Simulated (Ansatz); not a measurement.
# GaNH2ClF (SMILES [NH2][Ga]([F])[Cl]) at MP2/6-31G(d) (spherical functions)

What is the vertical singlet–triplet gap of GaNH2ClF at MP2/6-31G* (spherical functions)? 

The results are computed with Ansatz 0.2.0.

128 further runs of the same task are left out: 128 set aside as unsound or not needed.

### Step 1. Starting point

GaNH2ClF has 6 atoms, charge 0, and is taken as a singlet. As SMILES, `[NH2][Ga]([F])[Cl]`. The shape is that of a PBE0-D4/def2-TZVP optimisation.

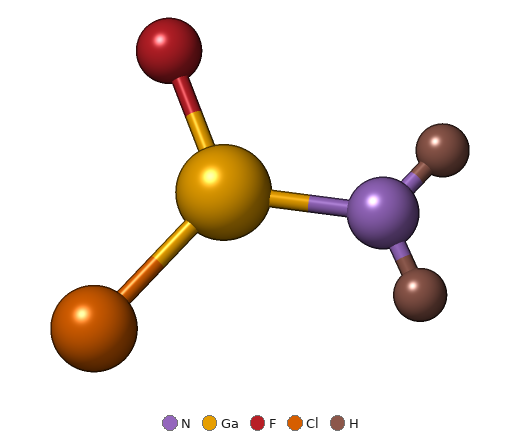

The structure, seen from a chosen angle (nitrogen purple, gallium amber, fluorine red, chlorine orange, hydrogen brown).

### Step 2. The energy at MP2/6-31G(d) (spherical functions)

Input file job.yaml:

```yaml
basis:
  gaussian: {orbitals: 6-31G_st_-spherical.json}
crystal:
  periodic: [false, false, false]
  atoms:
    - {symbol: "N", position_ang: [-0.193400, 1.027000, -0.045900]}
    - {symbol: Ga, position_ang: [0.233000, -0.711000, 0.012900]}
    - {symbol: F, position_ang: [1.569300, -1.221300, 1.009300]}
    - {symbol: Cl, position_ang: [-0.740100, -2.208600, -1.123700]}
    - {symbol: H, position_ang: [0.201900, 1.691500, 0.596800]}
    - {symbol: H, position_ang: [-1.028600, 1.358600, -0.495600]}
accuracy: high
correlation: {method: mp2, frozen_orbitals: {Cl: 5, F: 1, Ga: 9, H: 0, "N": 1}}
```

The basis set 6-31G* is read from a file made from the Basis Set Exchange's data (not shown).

Launch:

```sh
$ ansatz run job.yaml --threads 1 --pin off --max-ram 3480MiB --events-out events.jsonl --progress --plain --runs-dir runs
```

Standard output:

```text
Warning: RAYON_NUM_THREADS=1 ignored (pool sized by the plan → 1); use --threads N
Functional definition: HF
  name "HF"
  exchange = exact_x
  correlation = 0
1713 factors; integrals over basis functions are off by at most 4.7e-9 eV
mean field evaluation 1: about -69048.8375 eV, gradient 4.0e1 eV
mean field evaluation 2: about -69048.9186 eV, gradient 4.0e1 eV
mean field evaluation 4: about -69052.0199 eV, gradient 2.5e0 eV
mean field evaluation 8: about -69052.0449 eV, gradient 3.7e-4 eV
mean field -69052.04486875 eV, -2537.6158437694 hartree, gradient 1.2e-8 eV, S^2 0.000000; 0 other end points of the search recorded, 0 dependent functions left out
16 core orbitals not correlated: weight in the atoms' cores, before any rotation towards them, 1.000 or more for the frozen orbitals, at most 0.000 for the correlated occupied ones
reference -69052.04486875 eV, -2537.6158437694 hartree; 17, 17 occupied and 49, 49 virtual orbitals, 1713 factors
second order -19.11642473 eV of doubles, -0.00000000 eV of singles
Total energy: -69071.16129348 eV, -2538.3183594206 hartree
```

Run time: 3.6 s. Hardware: 1 thread of Arm Neoverse V1, shared host; peak memory 0.23 GiB.

### Step 3. The triplet at the same level

Input file input.yaml:

```yaml
crystal:
  periodic: [false, false, false]
  atoms:
    - {symbol: N, position_ang: [-0.193400, 1.027000, -0.045900]}
    - {symbol: Ga, position_ang: [0.233000, -0.711000, 0.012900]}
    - {symbol: F, position_ang: [1.569300, -1.221300, 1.009300]}
    - {symbol: Cl, position_ang: [-0.740100, -2.208600, -1.123700]}
    - {symbol: H, position_ang: [0.201900, 1.691500, 0.596800]}
    - {symbol: H, position_ang: [-1.028600, 1.358600, -0.495600]}
basis:
  gaussian:
    orbitals: 6-31G_st_-spherical.json
magnetization:
  spin_polarized: true
  initial_magnetization: 2
correlation:
  method: mp2
  frozen_orbitals: {Cl: 5, F: 1, Ga: 9, H: 0, "N": 1}
accuracy: high
```

The basis set 6-31G* is read from a file made from the Basis Set Exchange's data (not shown).

Launch:

```sh
$ ansatz run input.yaml --threads 1 --pin off --max-ram 3480MiB --events-out events.jsonl --progress --plain --runs-dir runs
```

Standard output:

```text
Warning: RAYON_NUM_THREADS=1 ignored (pool sized by the plan → 1); use --threads N
[... 4 set-up lines as earlier in the session ...]
1713 factors; integrals over basis functions are off by at most 4.7e-9 eV
mean field evaluation 1: about -69043.9902 eV, gradient 2.5e1 eV
mean field evaluation 2: about -69044.0007 eV, gradient 2.5e1 eV
mean field evaluation 4: about -69047.0407 eV, gradient 2.5e0 eV
mean field evaluation 8: about -69047.1940 eV, gradient 3.5e-1 eV
mean field evaluation 16: about -69047.2427 eV, gradient 1.3e-2 eV
mean field evaluation 32: about -69042.8250 eV, gradient 6.2e0 eV
mean field evaluation 64: about -69047.2425 eV, gradient 1.2e-1 eV
mean field -69047.24274766 eV, -2537.4393690746 hartree, gradient 1.7e-8 eV, S^2 2.012352; 5 other end points of the search recorded, 0 dependent functions left out
16 core orbitals not correlated: weight in the atoms' cores, before any rotation towards them, 1.000 or more for the frozen orbitals, at most 0.000 for the correlated occupied ones
reference -69047.24274766 eV, -2537.4393690746 hartree; 18, 16 occupied and 48, 50 virtual orbitals, 1713 factors
second order -18.25002825 eV of doubles, -0.00000000 eV of singles
Total energy: -69065.49277591 eV, -2538.1100452424 hartree
```

It took 11 s on 1 thread of Arm Neoverse V1, shared host; peak memory 0.33 GiB.

### Step 4. Outcome

Level: MP2/6-31G* (spherical functions), 16 core orbitals frozen.

| quantity | value |
| --- | --- |
| singlet: total energy | -2538.31836 Eh |
| singlet: correlation energy (16 core orbitals frozen) | -702.5 mEh |
| triplet: total energy | -2538.11005 Eh |
| triplet: correlation energy (16 core orbitals frozen) | -670.7 mEh |
| triplet: ⟨S²⟩ of the reference determinant | 2.012 |
| vertical energy of the triplet above the singlet | 5.669 eV |

**Reading.** At this shape the triplet lies 5.67 eV (547 kJ/mol) above the singlet.
